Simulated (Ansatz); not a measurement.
Run report: Si₄H₁₀, geometry relaxation (part 1 of 2)

The run: geometry relaxation of Si₄H₁₀. Method and program: RKS PBE0-D4/def2-TZVP (Ansatz 0.2.0).

Figures and captions count atoms from 1; the log counts them from 0 in places.

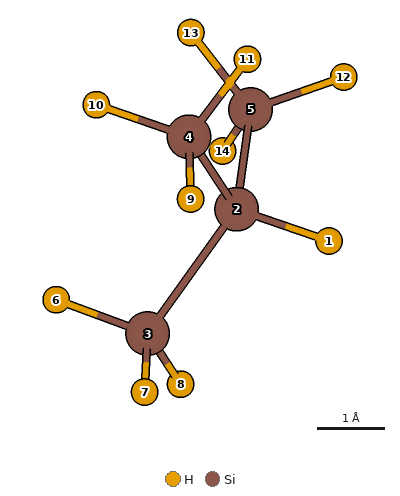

Figure 1. The starting structure (ball-and-stick view, seen at an oblique angle; atoms are numbered from 1 in the order of the input). Bond lengths as drawn: H–Si 1.48 to 1.52 Å and Si–Si 2.34 Å.

**Input file**
```yaml
crystal:
  periodic: [false, false, false]
  atoms:
    - {symbol: H, position_ang: [0.287480, 0.539850, -0.029724]}
    - {symbol: Si, position_ang: [0.763653, -0.897408, -0.136625]}
    - {symbol: Si, position_ang: [-0.654900, -2.048989, -1.594261]}
    - {symbol: Si, position_ang: [2.889336, -0.644672, -1.082479]}
    - {symbol: Si, position_ang: [0.889048, -1.798570, 2.023205]}
    - {symbol: H, position_ang: [-0.092952, -3.417900, -1.751040]}
    - {symbol: H, position_ang: [-0.663519, -1.378538, -2.921116]}
    - {symbol: H, position_ang: [-2.034572, -2.134048, -1.057797]}
    - {symbol: H, position_ang: [2.799011, 0.070403, -2.383002]}
    - {symbol: H, position_ang: [3.473924, -1.993367, -1.308080]}
    - {symbol: H, position_ang: [3.774312, 0.119972, -0.164386]}
    - {symbol: H, position_ang: [0.906589, -0.701028, 3.021987]}
    - {symbol: H, position_ang: [2.173006, -2.549345, 2.110241]}
    - {symbol: H, position_ang: [-0.230122, -2.734728, 2.283335]}
basis:
  gaussian: {orbitals: def2-TZVP}
hamiltonian: {xc: pbe0, dispersion: d4}
relax: {f_tol: 0.005, max_steps: 200}
```

Launch command:
```bash
ansatz run in.yaml --threads 5 --pin off --events-out ev --progress --plain --max-ram 66560MiB --backend cuda --devices 0, --max-vram 37GiB
```

**What the program printed**
```
Functional definition: PBE0
  name "PBE0"
  cite "Adamo & Barone, J. Chem. Phys. 110, 6158 (1999) doi:10.1063/1.478522"
  cite "Perdew, Burke & Ernzerhof, Phys. Rev. Lett. 77, 3865 (1996) doi:10.1103/PhysRevLett.77.3865"
  parent pbe
  parameter a = 0.25
  parameter kappa = 0.804
  parameter beta = 0.06672455060314922
  exchange = (1 - a)*pbe_x(kappa = kappa, mu = beta*pi^2/3) + a*exact_x
  correlation = pbe_c(beta = beta)
1512 factors; their error is unknown
mean field evaluation 1: about -31659.7490 eV, gradient 1.4e1 eV
mean field evaluation 2: about -31660.3421 eV, gradient 6.3e0 eV
mean field evaluation 4: about -31660.4652 eV, gradient 4.9e-1 eV
mean field evaluation 8: about -31660.5965 eV, gradient 1.5e-1 eV
mean field -31660.59645936 eV, -1163.5054595585 hartree, gradient 2.6e-5 eV, S^2 0.000000; 0 other end points of the search recorded, 0 dependent functions left out
the calculation of the forces begins
reference -31660.59650457 eV, -1163.5054612198 hartree; 33, 33 occupied and 175, 175 virtual orbitals, 1512 factors
relax step   1: F+E_penalty+E_count = -31660.91604248 eV  Δ(F+E_penalty+E_count) = +0.000e0 eV  max|allowed force component| = 7.143e-1 eV/Å  Δτ_max = 0.0000 Å  (24 SCF iters, accepted)
these checks for a lower state are left out or cut short: starts, cluster_reference, orbital_swaps, neighbouring_geometries, increment
1512 factors; their error is unknown
mean field evaluation 16: about -31660.4482 eV, gradient 4.1e0 eV
mean field -31660.61129944 eV, -1163.5060049212 hartree, gradient 1.9e-5 eV, S^2 0.000000; 0 other end points of the search recorded, 0 dependent functions left out
[... from here on the field's lines of each further geometry are left out, up to the last ...]
relax step   2: F+E_penalty+E_count = -31660.93211962 eV  Δ(F+E_penalty+E_count) = -1.608e-2 eV  max|allowed force component| = 2.238e-1 eV/Å  Δτ_max = 0.1329 Å  (26 SCF iters, accepted)
relax step   3: F+E_penalty+E_count = -31660.95047691 eV  Δ(F+E_penalty+E_count) = -1.836e-2 eV  max|allowed force component| = 4.142e-2 eV/Å  Δτ_max = 0.0508 Å  (23 SCF iters, accepted)
relax step   4: F+E_penalty+E_count = -31660.95971314 eV  Δ(F+E_penalty+E_count) = -9.236e-3 eV  max|allowed force component| = 1.427e-2 eV/Å  Δτ_max = 0.1548 Å  (25 SCF iters, accepted)
relax step   5: F+E_penalty+E_count = -31660.96333727 eV  Δ(F+E_penalty+E_count) = -3.624e-3 eV  max|allowed force component| = 1.967e-1 eV/Å  Δτ_max = 0.1951 Å  (25 SCF iters, accepted)
relax step   6: F+E_penalty+E_count = -31660.96667480 eV  Δ(F+E_penalty+E_count) = -3.338e-3 eV  max|allowed force component| = 9.886e-2 eV/Å  Δτ_max = 0.0165 Å  (24 SCF iters, accepted)
relax step   7: F+E_penalty+E_count = -31660.97200926 eV  Δ(F+E_penalty+E_count) = -5.334e-3 eV  max|allowed force component| = 1.132e-2 eV/Å  Δτ_max = 0.1152 Å  (25 SCF iters, accepted)
relax step   8: F+E_penalty+E_count = -31660.97368723 eV  Δ(F+E_penalty+E_count) = -1.678e-3 eV  max|allowed force component| = 1.779e-1 eV/Å  Δτ_max = 0.1950 Å  (25 SCF iters, accepted)
relax step   9: F+E_penalty+E_count = -31660.97669633 eV  Δ(F+E_penalty+E_count) = -3.009e-3 eV  max|allowed force component| = 6.877e-2 eV/Å  Δτ_max = 0.0301 Å  (25 SCF iters, accepted)
relax step  10: F+E_penalty+E_count = -31660.97937471 eV  Δ(F+E_penalty+E_count) = -2.678e-3 eV  max|allowed force component| = 5.276e-3 eV/Å  Δτ_max = 0.0578 Å  (26 SCF iters, accepted)
relax step  11: F+E_penalty+E_count = -31660.98031044 eV  Δ(F+E_penalty+E_count) = -9.357e-4 eV  max|allowed force component| = 4.070e-2 eV/Å  Δτ_max = 0.0829 Å  (25 SCF iters, accepted)
relax step  12: F+E_penalty+E_count = -31660.98079226 eV  Δ(F+E_penalty+E_count) = -4.818e-4 eV  max|allowed force component| = 4.389e-2 eV/Å  Δτ_max = 0.0596 Å  (24 SCF iters, accepted)
relax step  13: F+E_penalty+E_count = -31660.98103456 eV  Δ(F+E_penalty+E_count) = -2.423e-4 eV  max|allowed force component| = 2.821e-2 eV/Å  Δτ_max = 0.0359 Å  (23 SCF iters, accepted)
relax step  14: F+E_penalty+E_count = -31660.98119109 eV  Δ(F+E_penalty+E_count) = -1.565e-4 eV  max|allowed force component| = 9.005e-3 eV/Å  Δτ_max = 0.0224 Å  (23 SCF iters, accepted)
relax step  15: F+E_penalty+E_count = -31660.98121357 eV  Δ(F+E_penalty+E_count) = -2.248e-5 eV  max|allowed force component| = 7.457e-3 eV/Å  Δτ_max = 0.0054 Å  (21 SCF iters, accepted)
relax step  16: F+E_penalty+E_count = -31660.98124009 eV  Δ(F+E_penalty+E_count) = -2.652e-5 eV  max|allowed force component| = 5.700e-3 eV/Å  Δτ_max = 0.0085 Å  (22 SCF iters, accepted)
relax step  17: F+E_penalty+E_count = -31660.98126269 eV  Δ(F+E_penalty+E_count) = -2.259e-5 eV  max|allowed force component| = 9.619e-3 eV/Å  Δτ_max = 0.0081 Å  (22 SCF iters, accepted)
relax step  18: F+E_penalty+E_count = -31660.98128636 eV  Δ(F+E_penalty+E_count) = -2.367e-5 eV  max|allowed force component| = 1.279e-2 eV/Å  Δτ_max = 0.0120 Å  (24 SCF iters, accepted)
relax step  19: F+E_penalty+E_count = -31660.98129555 eV  Δ(F+E_penalty+E_count) = -9.187e-6 eV  max|allowed force component| = 7.019e-3 eV/Å  Δτ_max = 0.0063 Å  (21 SCF iters, accepted)
the calculation of the forces begins
reference -31660.65858376 eV, -1163.5077425881 hartree; 33, 33 occupied and 175, 175 virtual orbitals, 1512 factors
relax step  20: F+E_penalty+E_count = -31660.98129892 eV  Δ(F+E_penalty+E_count) = -3.374e-6 eV  max|allowed force component| = 3.025e-3 eV/Å  Δτ_max = 0.0048 Å  (21 SCF iters, accepted)
```

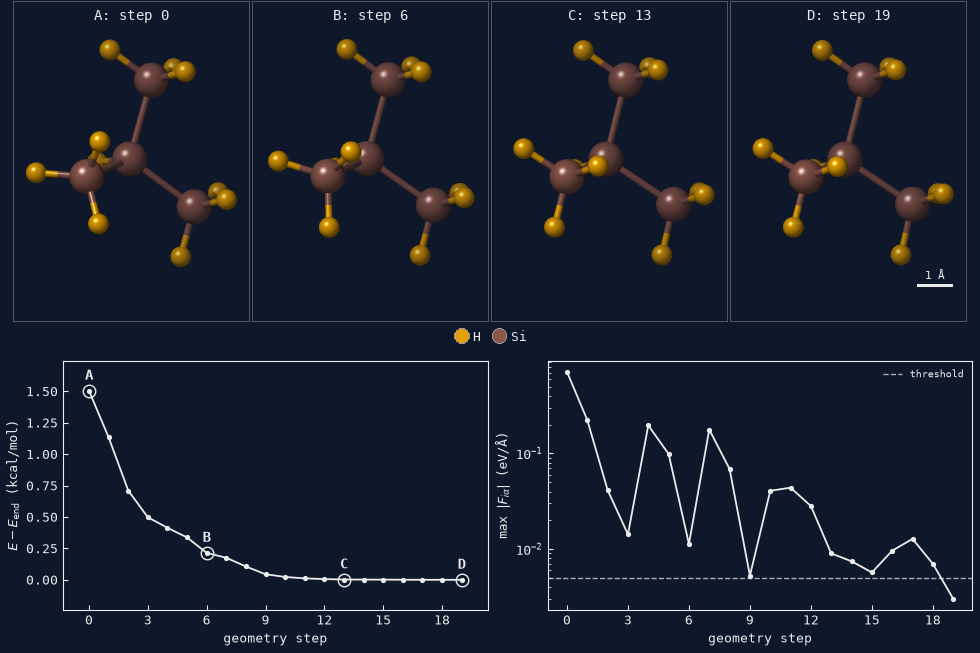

Figure 2. Frames of the relaxation (ball-and-stick view, seen at a tilt) above the curves, on which the letters mark them (the first geometry is step 0 here and step 1 in the log).

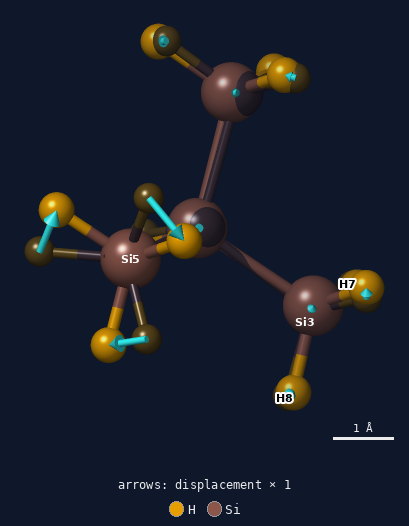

Figure 3. Start (faint) and end (solid) with the displacements as teal arrows, at true length (ball-and-stick view, seen at a tilt). The two geometries are laid on each other by the best rigid fit. The energy falls by 1.50 kcal/mol in 19 geometry steps. The largest force component goes from 0.71 to 0.003 eV/Å. The atom that moves furthest after the best rigid fit is H13 (0.94 Å). Largest moves by element: H 0.94 Å, Si 0.13 Å. Among the contacts that change: H1–Si2 1.518 → 1.492 Å, Si3–H8 1.483 → 1.488 Å. Among the angles that change: H1–Si2–Si4 102.2° → 109.3°, Si3–Si2–Si5 114.7° → 109.6°, H12–Si5–H14 111.0° → 108.8°. (Atoms are counted from 1 in the order of the input.)

```
1512 factors; their error is unknown
mean field -31660.65853837 eV, -1163.5077409201 hartree, gradient 9.0e-6 eV, S^2 0.000000; 1 other end points of the search recorded, 0 dependent functions left out
the calculation of the forces begins
reference -31660.65858376 eV, -1163.5077425881 hartree; 33, 33 occupied and 175, 175 virtual orbitals, 1512 factors
Total energy: -31660.98134431 eV, -1163.5196038194 hartree
Atom 0 at     0.073272     0.540180    -0.013268 Å, force    -0.000558    -0.000920     0.000880 eV/Å
Atom 1 at     0.725823    -0.794977    -0.151052 Å, force     0.000570    -0.000228    -0.002769 eV/Å
Atom 2 at    -0.546528    -2.135194    -1.582123 Å, force    -0.001226    -0.000583     0.000225 eV/Å
Atom 3 at     2.871164    -0.519651    -1.036761 Å, force     0.001628    -0.000273     0.000832 eV/Å
Atom 4 at     0.868070    -1.809111     1.949939 Å, force    -0.001757    -0.001788     0.003025 eV/Å
Atom 5 at     0.107575    -3.464975    -1.715791 Å, force    -0.000573     0.000985     0.000013 eV/Å
Atom 6 at    -0.649687    -1.518701    -2.932261 Å, force     0.000364     0.000163     0.001004 eV/Å
Atom 7 at    -1.917937    -2.332706    -1.040083 Å, force     0.000358    -0.000247    -0.000751 eV/Å
Atom 8 at     2.811220     0.119294    -2.379100 Å, force    -0.000539    -0.000680     0.001647 eV/Å
Atom 9 at     3.517670    -1.852828    -1.173567 Å, force     0.000153     0.001416    -0.000166 eV/Å
Atom 10 at     3.707729     0.324562    -0.141701 Å, force    -0.000105    -0.000716    -0.001200 eV/Å
Atom 11 at     1.678958    -0.981398     2.883177 Å, force    -0.000429    -0.000080    -0.000875 eV/Å
Atom 12 at     1.518889    -3.139626     1.807210 Å, force    -0.000748     0.002182    -0.000346 eV/Å
Atom 13 at    -0.485924    -2.003237     2.535639 Å, force     0.002863     0.000769    -0.001519 eV/Å
Dipole moment:    -0.014058     0.029278     0.002980 e Å
```

**Trajectory as extended XYZ (Å, eV, eV/Å), 20 frames, from step=1 to step=20**
```
14
Properties=species:S:1:pos:R:3:forces:R:3 step=1 energy=-31660.91604
H     0.2875    0.5399   -0.0297   -0.0361  -0.3772   0.0264
Si    0.7637   -0.8974   -0.1366   -0.1087   0.7143  -0.0549
Si   -0.6549   -2.0490   -1.5943    0.2644  -0.0175   0.0760
Si    2.8893   -0.6447   -1.0825   -0.0880  -0.2169   0.0683
Si    0.8890   -1.7986    2.0232    0.2345  -0.0246  -0.2449
H    -0.0930   -3.4179   -1.7510   -0.0887  -0.0389  -0.0434
H    -0.6635   -1.3785   -2.9211   -0.0433  -0.0059  -0.0081
H    -2.0346   -2.1340   -1.0578   -0.0685  -0.0130   0.0013
H     2.7990    0.0704   -2.3830    0.0001   0.0071  -0.0043
H     3.4739   -1.9934   -1.3081    0.0904   0.0162  -0.0377
H     3.7743    0.1200   -0.1644    0.0160   0.0096  -0.0007
H     0.9066   -0.7010    3.0220   -0.0429  -0.0103   0.0575
H     2.1730   -2.5493    2.1102   -0.0523  -0.0295   0.0875
H    -0.2301   -2.7347    2.2833   -0.0769  -0.0134   0.0771
14
Properties=species:S:1:pos:R:3:forces:R:3 step=2 energy=-31660.93212
H     0.1617    0.5674    0.0033    0.1433  -0.2161  -0.0496
Si    0.7428   -0.8147   -0.1420    0.0237  -0.0724   0.0283
Si   -0.6245   -2.0447   -1.5856   -0.0175  -0.0247  -0.0088
Si    2.8887   -0.6840   -1.0711   -0.0135   0.2238  -0.0300
Si    0.9196   -1.7905    1.9855   -0.0205   0.0034   0.0365
H    -0.1148   -3.4319   -1.7737    0.0455   0.0497   0.0464
H    -0.6597   -1.3785   -2.9146   -0.0128   0.0053  -0.0231
H    -2.0100   -2.1309   -1.0568   -0.0436   0.0100   0.0149
H     2.7932    0.0415   -2.3660    0.0583   0.0023  -0.0355
H     3.5258   -2.0068   -1.3202   -0.1445  -0.0224   0.0647
H     3.7708    0.0916   -0.1582    0.0372   0.0017  -0.0033
H     0.9173   -0.7102    3.0053    0.0158   0.0152   0.0460
H     2.1826   -2.5680    2.1325   -0.0252   0.0348  -0.0775
H    -0.2132   -2.7085    2.2719   -0.0463  -0.0105  -0.0090
14
Properties=species:S:1:pos:R:3:forces:R:3 step=3 energy=-31660.95048
H     0.2029    0.5403   -0.0091   -0.0027  -0.0405  -0.0020
Si    0.7561   -0.8422   -0.1427    0.0193   0.0376  -0.0049
Si   -0.6325   -2.0478   -1.5838    0.0232  -0.0213  -0.0030
Si    2.8927   -0.6576   -1.0786   -0.0107   0.0414  -0.0006
Si    0.9065   -1.7942    1.9954    0.0218  -0.0058  -0.0078
H    -0.1072   -3.4293   -1.7584    0.0019   0.0067   0.0087
H    -0.6662   -1.3828   -2.9143   -0.0104  -0.0068  -0.0082
H    -2.0193   -2.1310   -1.0531   -0.0024   0.0052   0.0117
H     2.8135    0.0597   -2.3802    0.0148  -0.0073  -0.0038
H     3.4935   -1.9994   -1.3107   -0.0392   0.0002   0.0196
H     3.7851    0.1094   -0.1676    0.0094  -0.0061  -0.0021
H     0.9122   -0.7140    3.0173    0.0074  -0.0037   0.0124
H     2.1724   -2.5675    2.1192   -0.0148  -0.0076  -0.0107
H    -0.2295   -2.7120    2.2768   -0.0177   0.0080  -0.0094
14
Properties=species:S:1:pos:R:3:forces:R:3 step=4 energy=-31660.95971
H     0.1722    0.5454   -0.0082   -0.0143   0.0006   0.0005
Si    0.7555   -0.8211   -0.1485   -0.0024   0.0112  -0.0001
Si   -0.6167   -2.0629   -1.5750    0.0081  -0.0057  -0.0045
Si    2.8928   -0.6227   -1.0725    0.0059   0.0045   0.0024
Si    0.9000   -1.7986    1.9765    0.0083  -0.0045  -0.0006
H    -0.0771   -3.4415   -1.7232    0.0041  -0.0014   0.0059
H    -0.6673   -1.4268   -2.9191   -0.0040  -0.0058  -0.0043
H    -1.9998   -2.1492   -1.0338    0.0043   0.0005   0.0056
H     2.8319    0.0754   -2.3848    0.0037   0.0016  -0.0031
H     3.4788   -1.9747   -1.2796   -0.0137  -0.0018   0.0056
H     3.7862    0.1448   -0.1635    0.0052   0.0034   0.0010
H     1.0319   -0.7382    3.0111    0.0119  -0.0046   0.0050
H     2.0959   -2.6811    2.0471   -0.0083  -0.0101  -0.0080
H    -0.3039   -2.6171    2.2839   -0.0088   0.0121  -0.0053
14
Properties=species:S:1:pos:R:3:forces:R:3 step=5 energy=-31660.96334
H     0.1289    0.5547   -0.0075    0.0040   0.0031  -0.0002
Si    0.7518   -0.7934   -0.1548   -0.0249  -0.0085   0.0043
Si   -0.5967   -2.0811   -1.5654    0.0024   0.0027  -0.0086
Si    2.8928   -0.5842   -1.0631    0.0127  -0.0140  -0.0071
Si    0.8929   -1.8029    1.9539    0.0457  -0.0884   0.1543
H    -0.0373   -3.4554   -1.6801    0.0022   0.0072   0.0026
H    -0.6671   -1.4814   -2.9264    0.0050  -0.0090   0.0166
H    -1.9751   -2.1737   -1.0123    0.0054  -0.0040  -0.0031
H     2.8491    0.0940   -2.3864   -0.0011   0.0043   0.0021
H     3.4658   -1.9456   -1.2444    0.0017   0.0060  -0.0025
H     3.7852    0.1872   -0.1568    0.0004   0.0079   0.0031
H     1.1869   -0.7714    3.0028   -0.0352  -0.1701  -0.1428
H     1.9968   -2.8221    1.9555   -0.1967   0.1634   0.0015
H    -0.3938   -2.4932    2.2953    0.1784   0.0994  -0.0203
14
Properties=species:S:1:pos:R:3:forces:R:3 step=6 energy=-31660.96667
H     0.1340    0.5552   -0.0089   -0.0002   0.0038  -0.0020
Si    0.7513   -0.7956   -0.1549   -0.0202   0.0048   0.0066
Si   -0.5980   -2.0796   -1.5671    0.0022  -0.0039  -0.0036
Si    2.8924   -0.5878   -1.0650    0.0101  -0.0067  -0.0002
Si    0.8918   -1.8007    1.9555    0.0241  -0.0602   0.0989
H    -0.0379   -3.4533   -1.6833    0.0026   0.0031   0.0019
H    -0.6653   -1.4775   -2.9267    0.0028  -0.0051   0.0088
H    -1.9770   -2.1736   -1.0161    0.0038  -0.0024  -0.0027
H     2.8473    0.0940   -2.3866   -0.0030   0.0014   0.0020
H     3.4664   -1.9482   -1.2498    0.0020   0.0042  -0.0020
H     3.7847    0.1835   -0.1582   -0.0004   0.0033   0.0018
H     1.1750   -0.7777    3.0059   -0.0070  -0.0694  -0.0776
H     1.9968   -2.8071    1.9625   -0.0933   0.0713  -0.0102
H    -0.3813   -2.4999    2.3030    0.0765   0.0556  -0.0219
```
